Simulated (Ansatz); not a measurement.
# Fields on a plane of C (graphite type, space group P6_3/mmc)

```yaml
crystal:
  lattice:
    - [2.46498, 0.00000, 0.00000]
    - [-1.23249, 2.13473, 0.00000]
    - [0.00000, 0.00000, 6.72886]
  atoms:
    - { symbol: C, position: [0.00000, 0.00000, 0.25000] }
    - { symbol: C, position: [0.00000, 0.00000, 0.75000] }
    - { symbol: C, position: [0.33333, 0.66667, 0.25000] }
    - { symbol: C, position: [0.66667, 0.33333, 0.75000] }
```

The slice is a (-1 1 0 2) plane (indices of the conventional cell) through the point (0.333, 0.667, 0.250) (fractional), spanned by u = [110] and v = [1 -1 1] in vectors of this cell: u (2.46 Å) and v (7.97 Å, at 90° to u). It covers one period; positions are fractions (u, v).

Atoms on it: C at (0.00, 0.00). Other atoms lie within 1 Å of the plane.

The numbers are results of PBE-D3(BJ) (plane waves to 420 eV, PAW, scalar-relativistic; Ansatz, an electronic-structure program), not measurements. k mesh 15×15×5. These are valence fields of a PAW run, semicore shells included where kept as valence: close to a nucleus they are smooth pseudo fields. C was relaxed with its symmetry unable to fall. The PAW data are Ansatz's earlier set.

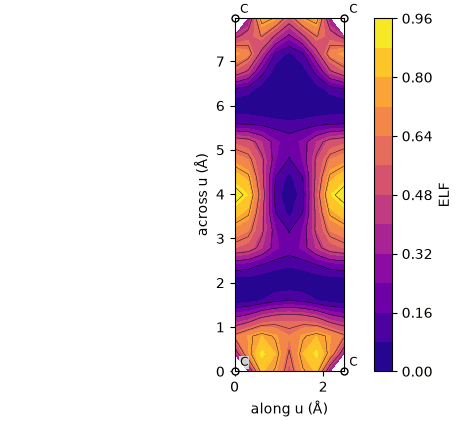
*Electron localisation function (ELF), one period of the plane, atoms marked. Points within 0.3 Å of a nucleus are left white, as the pseudised field means little there.*

```
|9999776655667799|
|7766554433445566|
|4444331111113344|
|2211110000001111|
|0000000000000000|
|2222111111111122|
|5544443333334444|
|7777554444445577|
|9988775544557788|
|9999775544557799|
|9988775544557788|
|7777554444445577|
|5544443333334444|
|2222111111111122|
|0000000000000000|
|0011112222221111|
|3344444455444444|
|7777777777777777|
|9999998888889999|
|9999998877889999|
```
Scale: ten equal steps from -1.60 (start of '0') to 0.31 (end of '9'), in the order '0123456789'. Values: log₁₀ of the valence density in e/Å³. The map has 8 points along u (two characters each, u = 0 at the left) and 20 along v (v = 0 in the bottom row). The scale is logarithmic, as a density can span decades between atoms and voids.
